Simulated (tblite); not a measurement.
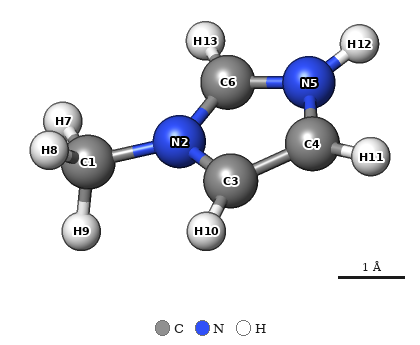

Fig. 1: The structure as given in the input (ball-and-stick view, seen at a tilt; atoms are numbered from 1 in the order of the input). Bond lengths as drawn: C–C 1.36 Å, C–H 1.07 to 1.09 Å, C–N 1.33 to 1.44 Å and H–N 1.01 Å.

# Run report: C4H7N2 (charge +1), molecular dynamics

C4H7N2, charge +1, SMILES C[n+]1cc[nH]c1, computed with GFN2-xTB Langevin dynamics, gas phase (tblite 0.8.0).

Input file:
```
{"job": {"kind": "md", "xc": "GFN2-xTB", "basis": "xTB", "temperature": 600, "steps": 2000, "every": 50}, "charge": 1, "multiplicity": 1}
C      1.861521     0.005784     0.089735
N      0.425558     0.010700     0.020850
C     -0.356727    -1.101168    -0.089006
C     -1.653267    -0.686320    -0.126217
N     -1.631679     0.671122    -0.037783
C     -0.365191     1.074554     0.050345
H      2.235102     1.023581     0.172849
H      2.277827    -0.455462    -0.806480
H      2.192634    -0.566681     0.956718
H      0.052110    -2.090466    -0.133682
H     -2.558787    -1.252763    -0.206964
H     -2.444482     1.273553    -0.039099
H     -0.039007     2.094053     0.131005
```

The first line tells a small driver script what to run in tblite; the rest is the geometry in Å.

Hardware: 1 CPU thread, shared host.

Launch command:
```bash
OMP_NUM_THREADS=1 python <driver script> task.json out
```

Log:
```
t/fs     T/K      E/eV
    0.0   500.1   -478.42755
   25.0   369.5   -477.93460
   50.0   484.7   -477.65823
   75.0   434.6   -477.76043
  100.0   414.4   -477.71899
  125.0   627.5   -477.64865
  150.0   590.6   -477.50202
  175.0   447.3   -477.28492
  200.0   728.9   -477.76534
  225.0   603.5   -477.48785
  250.0   539.0   -477.67102
  275.0   549.1   -477.72994
  300.0   578.1   -477.75413
  325.0   437.4   -477.92567
  350.0   470.9   -477.70051
  375.0   719.6   -477.96100
  400.0   515.3   -477.76715
  425.0   596.1   -477.81441
  450.0   335.8   -477.57287
  475.0   477.9   -477.81651
  500.0   597.7   -477.71222
  525.0   539.5   -477.57725
  550.0   652.4   -477.62406
  575.0   624.3   -477.50030
  600.0   711.5   -477.73128
  625.0   493.3   -477.38584
  650.0   469.0   -477.36149
  675.0   542.8   -477.42999
  700.0   689.8   -477.54917
  725.0   564.1   -477.58004
  750.0   616.1   -477.67951
  775.0   388.5   -477.47331
  800.0   379.3   -477.64143
  825.0   455.8   -477.75607
  850.0   541.6   -477.77054
  875.0   625.1   -477.90040
  900.0   587.0   -477.74927
  925.0   600.2   -477.51373
  950.0   570.7   -477.65436
  975.0   367.1   -477.68812
 1000.0   320.0   -477.59176
```

Trajectory as extended XYZ (Å, eV, eV/Å), 16 of the 41 frames kept, from step=0 to step=40:
```
13
Properties=species:S:1:pos:R:3:forces:R:3 step=0 time_fs=0.0 energy=-478.42755 temperature=500.1
C     1.8615    0.0058    0.0897   -0.0016   0.0014   0.0031
N     0.4256    0.0107    0.0208   -0.0010   0.0009  -0.0042
C    -0.3567   -1.1012   -0.0890   -0.0014   0.0026  -0.0035
C    -1.6533   -0.6863   -0.1262   -0.0020   0.0004   0.0021
N    -1.6317    0.6711   -0.0378   -0.0014  -0.0020  -0.0002
C    -0.3652    1.0746    0.0503   -0.0018   0.0013  -0.0016
H     2.2351    1.0236    0.1728    0.0017   0.0059  -0.0030
H     2.2778   -0.4555   -0.8065    0.0004  -0.0011  -0.0013
H     2.1926   -0.5667    0.9567    0.0017  -0.0075   0.0040
H     0.0521   -2.0905   -0.1337   -0.0002   0.0025   0.0027
H    -2.5588   -1.2528   -0.2070    0.0016   0.0007  -0.0001
H    -2.4445    1.2736   -0.0391    0.0014  -0.0039   0.0001
H    -0.0390    2.0941    0.1310    0.0025  -0.0012   0.0018
13
Properties=species:S:1:pos:R:3:forces:R:3 step=3 time_fs=75.0 energy=-477.76043 temperature=434.6
C     1.6883   -0.1296    0.1946    0.1760   0.1446  -0.9930
N     0.2891    0.0607   -0.0281   -2.7222  -0.9320   0.3455
C    -0.6051   -1.0331   -0.0425    1.1354  -0.7330  -0.1197
C    -1.8793   -0.5930   -0.0424   -0.5005   0.8298   0.5608
N    -1.8056    0.7916    0.0681    0.4509  -1.6541  -0.7567
C    -0.5202    1.1293   -0.0478    0.2611   0.4876   1.6234
H     2.2065    0.0970   -0.7731    0.0781   0.1564   1.1208
H     1.8118   -1.1780    0.3949    0.2108  -0.6094  -0.0974
H     2.0547    0.3590    1.1028   -0.0088   0.5123  -0.5877
H    -0.3419   -2.1176    0.0025    0.1521   1.4132  -0.2558
H    -2.7810   -1.1990   -0.0452    0.2807   0.5232   0.0323
H    -2.5197    1.4523    0.3230   -0.4004  -0.0127  -0.3720
H    -0.3452    2.1645    0.2110    0.8867  -0.1258  -0.5005
13
Properties=species:S:1:pos:R:3:forces:R:3 step=5 time_fs=125.0 energy=-477.64865 temperature=627.5
C     1.6462   -0.1946    0.2027   -1.2222   0.4271   1.8477
N     0.1925   -0.0968    0.1463   -2.4820   0.3335  -1.1741
C    -0.8513   -1.0790    0.0619    2.5297   0.7444   0.8453
C    -2.0321   -0.4409   -0.0318    0.3313   0.4771  -0.8274
N    -1.7477    0.9164   -0.1346   -0.0891  -2.1999   0.1686
C    -0.4286    1.0781   -0.0779   -0.0850   0.7900   0.6899
H     2.0235   -0.5159   -0.7447    0.5058   0.1802  -0.3276
H     1.9785   -0.8419    1.0257   -0.2982  -0.4645  -0.4581
H     1.9013    0.7900    0.6231    0.6404  -0.0849  -0.9825
H    -0.5010   -2.0703    0.2391   -0.4312  -0.4136  -0.1345
H    -3.0302   -0.7718   -0.2791    0.2852  -0.2351   0.4750
H    -2.6098    1.4149   -0.0878    0.1896   1.4452  -0.2602
H    -0.0280    2.1053   -0.1406    0.1255  -0.9996   0.1379
13
Properties=species:S:1:pos:R:3:forces:R:3 step=8 time_fs=200.0 energy=-477.76534 temperature=728.9
C     1.4179   -0.4471    0.2637    0.7625  -0.4809  -0.9911
N     0.0521   -0.1750    0.0717   -2.2627   0.1330   0.3367
C    -1.0465   -1.0421    0.1697   -0.5205   1.7782  -1.0563
C    -2.2058   -0.2666   -0.0145    0.7868  -1.5002   0.8694
N    -1.7410    0.9928    0.0049   -3.1412   1.8325  -0.8823
C    -0.4485    1.0360   -0.0237    1.6646   2.7419   0.6401
H     1.5190   -1.4410   -0.1743    0.8714  -0.0208  -0.0383
H     1.5578   -0.5269    1.3220    0.6956   0.0703   0.6644
H     2.1059    0.3199   -0.2212   -0.9889  -1.0305   0.6676
H    -0.9420   -2.0819    0.3024    0.1133  -0.6160  -0.0803
H    -3.2962   -0.4602   -0.0926    1.3092  -0.1799   0.2463
H    -2.3642    1.8320   -0.0537    0.6893  -0.8918  -0.0237
H     0.0110    2.0733    0.0621    0.0206  -1.8358  -0.3524
13
Properties=species:S:1:pos:R:3:forces:R:3 step=11 time_fs=275.0 energy=-477.72994 temperature=549.1
C     1.1565   -0.8396    0.1925   -0.8410  -0.0703  -1.4789
N    -0.1648   -0.2912    0.2281   -1.4094  -1.8899   0.4496
C    -1.2733   -1.0301    0.6532    1.3600  -0.5784   0.4611
C    -2.4148   -0.3294    0.5379    0.1849   1.3423  -0.1972
N    -1.9852    0.8506   -0.0282    1.8177   0.8815  -0.5917
C    -0.6199    0.8334   -0.1894   -1.3473   1.0240  -0.6456
H     0.9919   -1.7986   -0.2485    0.3498  -1.0778  -0.2152
H     1.4281   -0.9487    1.1853    1.1783  -0.2366   1.8286
H     1.9037   -0.3580   -0.4396   -0.3540   0.5336   0.3241
H    -1.1176   -2.0129    1.0015   -0.0230  -0.6775   0.3815
H    -3.4293   -0.4863    0.9312    0.8178   0.0225  -0.6688
H    -2.4404    1.6385   -0.4516   -0.8570   0.1191   0.2822
H     0.1120    1.4774   -0.6633   -0.8768   0.6076   0.0703
13
Properties=species:S:1:pos:R:3:forces:R:3 step=13 time_fs=325.0 energy=-477.92567 temperature=437.4
C     0.9273   -1.0535    0.3971    0.7337   0.7081   0.1794
N    -0.3855   -0.4440    0.3142    0.3121  -0.4243  -0.1755
C    -1.4261   -0.9715    1.0043   -1.2925   1.7343  -0.4328
C    -2.4955   -0.1114    0.8218   -0.4277  -1.3731  -0.0175
N    -2.1277    0.8524   -0.0126    2.6147   0.2992  -1.1034
C    -0.7783    0.6508   -0.3384   -2.0741   1.0784   0.1568
H     1.2609   -1.6327   -0.4815   -0.7934  -0.2603   0.4328
H     1.0428   -1.6061    1.3742   -0.1879   0.4618  -1.2728
H     1.6389   -0.2229    0.3587    0.1868   0.0057   0.4321
H    -1.4478   -1.8172    1.6205    0.4203  -0.7899   0.4062
H    -3.5431   -0.2218    1.0258    0.0701  -0.1148   0.5673
H    -2.7585    1.5849   -0.3394    0.5044  -0.1439  -0.0168
H    -0.2930    1.3937   -1.0112   -0.0664  -1.1812   0.8441
13
Properties=species:S:1:pos:R:3:forces:R:3 step=16 time_fs=400.0 energy=-477.76715 temperature=515.3
C     0.7727   -1.1955    0.5113   -2.0521  -1.1317   0.6960
N    -0.5417   -0.5488    0.5465   -1.0693   0.8223   1.9932
C    -1.5515   -0.8295    1.4650    1.0134  -1.9879   0.6813
C    -2.6204   -0.0173    1.3568   -0.0667   0.9756  -2.5271
N    -2.2719    0.8590    0.2771    1.9134  -1.9231   0.8996
C    -1.0012    0.4944   -0.1061   -0.5691   1.4474  -0.5631
H     1.1714   -1.0523   -0.4329    0.9209   0.4948  -1.8672
H     0.5010   -2.2693    0.5586    0.5526   0.2918   0.3203
H     1.5281   -0.9428    1.2551   -0.6146   0.2553   0.2421
H    -1.3862   -1.6958    2.1116   -0.3257   0.5534  -0.1097
H    -3.6571   -0.1049    1.7006    0.9495   0.2855   0.0993
H    -2.8319    1.5692   -0.1816    0.0922  -0.1177   0.2615
H    -0.3198    1.0234   -0.7717   -0.7445   0.0342  -0.1261
13
Properties=species:S:1:pos:R:3:forces:R:3 step=19 time_fs=475.0 energy=-477.81651 temperature=477.9
C     0.8103   -1.2229    0.8666    3.0968   0.8888  -0.5008
N    -0.4315   -0.6662    0.8194   -4.0835   2.3927  -0.2094
C    -1.3750   -0.9476    1.7885    0.5525  -0.8221  -1.0564
C    -2.4875   -0.2339    1.4953   -2.0789  -0.7161   2.3050
N    -2.2416    0.5188    0.4343    0.1156   1.0313  -0.3760
C    -1.0009    0.3137    0.0362    2.3709  -0.6847   0.3254
H     1.6019   -0.4553    0.7101   -0.3032  -0.0964   0.3344
H     1.1040   -1.9486    0.1450   -0.4980  -0.8538  -0.8975
H     0.9259   -1.6538    1.8221    0.4487  -0.5551   1.1273
H    -1.1936   -1.7627    2.4584   -0.1715   0.1492   0.2975
H    -3.4426   -0.1876    2.0836    1.1456  -0.1194  -0.8768
H    -2.8845    1.2240    0.1074    0.0068   0.1085  -0.3336
H    -0.3879    0.9960   -0.5640   -0.6018  -0.7229  -0.1390
13
Properties=species:S:1:pos:R:3:forces:R:3 step=21 time_fs=525.0 energy=-477.57725 temperature=539.5
C     0.8991   -1.0736    0.7955    3.0651  -0.7298  -2.3152
N    -0.4520   -0.6757    0.8385    1.2783  -0.3767   1.1942
C    -1.3594   -0.9540    1.8195   -1.4664   2.1810  -1.5010
C    -2.4962   -0.1694    1.4516    1.8230  -1.4586   0.7579
N    -2.1924    0.4593    0.2902    1.2867  -0.1160   0.1788
C    -0.9109    0.1522   -0.0438   -1.0912   2.3349  -1.5277
H     1.5902   -0.9080    1.6631   -1.3466  -0.5990  -0.3031
H     1.4730   -0.5056   -0.0225   -0.9959  -0.0620   0.9510
H     1.0075   -2.0887    0.2893   -0.2267   0.5802   1.4494
H    -1.0244   -1.4634    2.6966   -0.4897  -0.2782   0.0181
H    -3.4127   -0.0741    1.9876   -0.2329   0.0156  -0.0812
H    -2.6412    1.2292   -0.1749   -0.6943  -0.0680   0.0162
H    -0.3415    0.7532   -0.8356   -0.9094  -1.4234   1.1624
13
Properties=species:S:1:pos:R:3:forces:R:3 step=24 time_fs=600.0 energy=-477.73128 temperature=711.5
C     0.7433   -1.4228    0.4345    0.0491   1.2209  -0.2861
N    -0.5080   -0.6591    0.6401    1.1570  -1.4928   2.2024
C    -1.3029   -0.5714    1.7823    0.6866  -0.3154   0.7544
C    -2.4164    0.1675    1.4694   -0.8610  -1.8092   0.3727
N    -2.3275    0.3704    0.1338    1.1919   0.0574  -0.1387
C    -1.1441   -0.0915   -0.3227   -0.3420   1.7488  -2.1159
H     0.5648   -2.4796    0.4897   -0.3761  -0.4913  -0.3163
H     1.4455   -1.2366    1.2351    0.1427   0.3803   0.2821
H     1.2613   -1.1423   -0.5379   -0.9410  -0.3259   1.1254
H    -1.0643   -1.0159    2.7639    0.0936   0.4292  -0.9678
H    -3.3984    0.2426    2.0210    1.5998   0.2635  -0.6425
H    -3.1076    0.5927   -0.4125   -0.9918   0.8948  -1.0237
H    -0.5660    0.1993   -1.2462   -1.4088  -0.5603   0.7540
13
Properties=species:S:1:pos:R:3:forces:R:3 step=27 time_fs=675.0 energy=-477.42999 temperature=542.8
C     0.2962   -1.6171    0.4807    0.8160   1.2535   0.2398
N    -0.7150   -0.6285    0.5841   -0.5049  -0.3088  -2.0759
C    -1.3003   -0.1170    1.6871    0.3675  -2.9357   2.0871
C    -2.4238    0.5123    1.3120   -1.0018   1.8415   0.9717
N    -2.3690    0.5703   -0.0121   -0.9335   1.1781  -2.9127
C    -1.3776   -0.1514   -0.4931    0.8651  -1.5108   0.3054
H     0.3126   -2.1919   -0.3923   -1.0747  -1.1674  -1.2144
H     0.4049   -2.1749    1.3569   -0.2674  -1.1020   1.2980
H     1.2398   -1.1538    0.3517    1.4340   1.0976   0.2034
H    -1.1208   -0.6527    2.6458    0.1708   1.1073  -0.7129
H    -3.2171    0.9776    1.8912    0.4954  -0.0322  -0.2062
H    -2.7456    1.1804   -0.7472   -0.9506  -0.1048   0.9450
H    -1.3790   -0.5446   -1.5342    0.5843   0.6838   1.0715
13
Properties=species:S:1:pos:R:3:forces:R:3 step=29 time_fs=725.0 energy=-477.58004 temperature=564.1
C     0.3986   -1.3272    0.3855    1.0050  -3.4485  -0.2533
N    -0.8195   -0.6072    0.4101    1.3737   0.5250  -1.1762
C    -1.3814   -0.1719    1.5733    0.8300  -0.5135  -1.2044
C    -2.3129    0.7023    1.1588   -2.4250   0.8455   2.4293
N    -2.3330    0.7792   -0.1587    0.3810  -0.0411  -3.2991
C    -1.3842   -0.0479   -0.7030   -0.5642   0.4885   4.5966
H     0.7238   -1.5932   -0.6710   -0.9604  -0.1876   1.0677
H     0.2514   -2.2905    1.0654    0.3315   1.5180  -1.5975
H     1.3575   -0.9362    0.7316   -0.6576   0.9793   0.5813
H    -1.0089   -0.4893    2.5224   -0.1420   0.0205   0.1012
H    -3.1126    1.0865    1.8176    0.7391   0.2747  -0.7389
H    -2.8495    1.4544   -0.7452    0.0262  -0.5792   0.5864
H    -1.1262   -0.3470   -1.6660    0.0627   0.1183  -1.0931
13
Properties=species:S:1:pos:R:3:forces:R:3 step=32 time_fs=800.0 energy=-477.64143 temperature=379.3
C     0.3879   -1.4490    0.2390    2.5648  -0.1528   0.6549
N    -0.7108   -0.5583    0.3103   -1.3850   0.9139  -0.4045
C    -1.3604   -0.1860    1.4721   -0.5823  -2.2414  -0.5146
C    -2.5389    0.4159    1.0489    0.2966   0.7157   4.5262
N    -2.4539    0.6655   -0.2233    1.2450  -1.0884  -0.8089
C    -1.3886    0.0336   -0.6866    1.0464  -1.0038  -1.1488
H     0.9868   -1.3210   -0.7170   -0.9874  -0.3772   1.0291
H     0.2124   -2.5207    0.5061   -0.6108   0.7752  -0.8574
H     1.1095   -1.2115    1.0852   -0.5700   0.2378  -0.8779
H    -1.0699   -0.8087    2.3431   -0.4952   1.2568  -0.3917
H    -3.3025    0.8277    1.7141    0.3358  -0.1801  -0.4139
H    -3.0486    1.1774   -0.7905   -1.4962   1.0718  -1.0814
H    -1.2962   -0.1109   -1.7566    0.6383   0.0725   0.2890
13
Properties=species:S:1:pos:R:3:forces:R:3 step=35 time_fs=875.0 energy=-477.90040 temperature=625.1
C     0.4752   -1.2876    0.4418   -1.2709  -2.2392   1.7662
N    -0.8129   -0.6828    0.4149    0.7011   0.5980   0.6797
C    -1.3992   -0.2431    1.5857   -0.2833  -1.0374  -1.1419
C    -2.5582    0.3631    1.2124    0.0507   1.6376   1.4707
N    -2.5747    0.4194   -0.1486   -0.5097  -0.4501   0.1734
C    -1.5215   -0.2810   -0.6064   -1.1406   0.7105   0.3412
H     0.8410   -1.6278   -0.4698    0.4247  -0.1454  -1.8420
H     0.2862   -2.2386    1.0287    0.6146   0.6770  -0.2536
H     1.2169   -0.7262    0.9540    0.4226   0.6949   0.4130
H    -1.0972   -0.6782    2.5123    0.2093   0.4367   0.2656
H    -3.1039    0.9799    1.9678   -0.0719  -0.7936  -1.3412
H    -3.3569    0.7398   -0.7203    0.3120   0.0537   0.2356
H    -1.4417   -0.5168   -1.6280    0.5413  -0.1428  -0.7667
13
Properties=species:S:1:pos:R:3:forces:R:3 step=37 time_fs=925.0 energy=-477.51373 temperature=600.2
C     0.4422   -1.1046    0.3565    2.3074  -2.1192  -0.7431
N    -0.9144   -0.7514    0.4768    0.5431  -0.7669  -0.8383
C    -1.5013   -0.5686    1.6500   -1.1733   1.0605   1.8680
C    -2.7364    0.0001    1.3739   -0.6252   0.2702  -0.6629
N    -2.7896    0.1525    0.0015   -1.1640  -0.4844  -0.3397
C    -1.7100   -0.3875   -0.5195    1.1758  -0.8641  -1.5097
H     0.6823   -1.2162   -0.7528   -0.0087   0.3971   1.4218
H     0.8212   -2.1725    0.8175   -1.3261   2.5172  -0.7064
H     1.0085   -0.2820    0.8404    0.1491  -0.7233  -0.4676
H    -0.8955   -0.7238    2.5739   -1.1588   0.0787  -0.8412
H    -3.7068    0.2428    1.8144    1.0576  -0.0685   0.6581
H    -3.5679    0.4946   -0.6040    0.6366  -0.2965   1.0010
H    -1.4788   -0.7189   -1.5688   -0.4135   0.9992   1.1600
13
Properties=species:S:1:pos:R:3:forces:R:3 step=40 time_fs=1000.0 energy=-477.59176 temperature=320.0
C     0.4364   -1.1208    0.2042    0.9874  -1.3123  -0.6712
N    -0.9191   -0.6976    0.3502   -2.0948  -0.4023   0.0133
C    -1.5741   -0.8283    1.5775    0.4421  -0.5436   0.2268
C    -2.8826   -0.5459    1.4264   -0.4639   0.4933  -1.8755
N    -3.1067   -0.2950    0.0156    1.3640   0.0778   3.5846
C    -1.8812   -0.4005   -0.5527   -0.5196   0.4778  -0.1771
H     0.9511   -0.8973   -0.7636   -0.5362   0.9749   0.9484
H     0.4928   -2.2321    0.0845   -0.3972   0.3446   0.6470
H     0.9982   -0.8684    1.1345   -0.2627   0.0793  -1.0270
H    -1.1741   -1.2659    2.5103    0.2073   0.7121  -0.9668
H    -3.6063   -0.4296    2.2262    0.0044  -0.1925  -0.6514
H    -4.0055    0.1720   -0.1571    0.8008  -0.4600  -0.8278
H    -1.8123   -0.2096   -1.6338    0.4684  -0.2491   0.7765
```

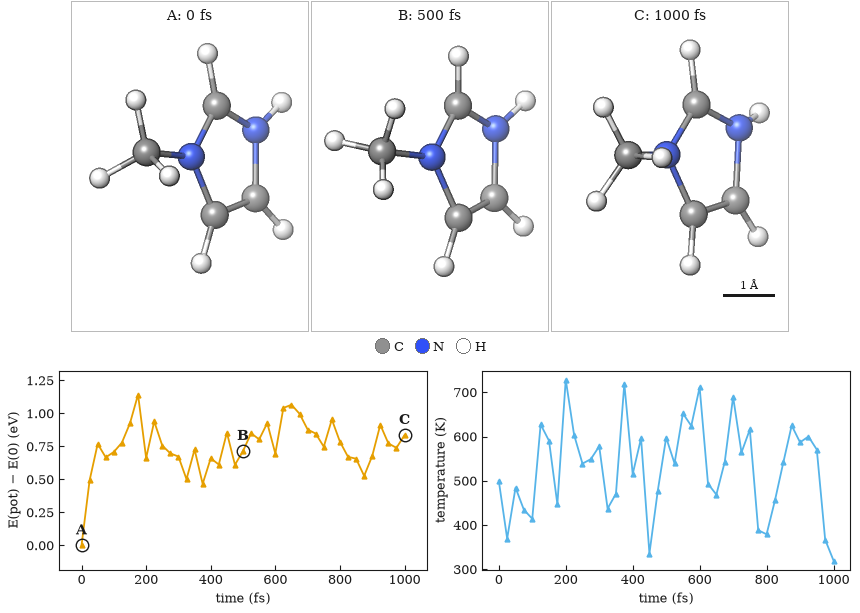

Fig. 2: Frames of the molecular dynamics (ball-and-stick, seen at a tilt) above the curves, on which the letters mark them. The trajectory kept here has 41 frames over 1000 fs. The temperature starts at 500 K, ranges from 320 to 729 K and averages 540 K over the second half. The potential energy ends 0.836 eV above its first value. After an unweighted best fit of the last frame on the first, the root-mean-square displacement is 0.22 Å, and H9 has moved furthest (0.43 Å).

Results in brief:

```json
{"quantity": "outcome", "value": "finished"}
{"quantity": "mean temperature over the second half", "value": "540 K"}
{"quantity": "trajectory", "value": "41 frames kept, 1000 fs"}
{"quantity": "wall time", "value": "22 s"}
{"quantity": "peak memory", "value": "0.19 GiB"}
```
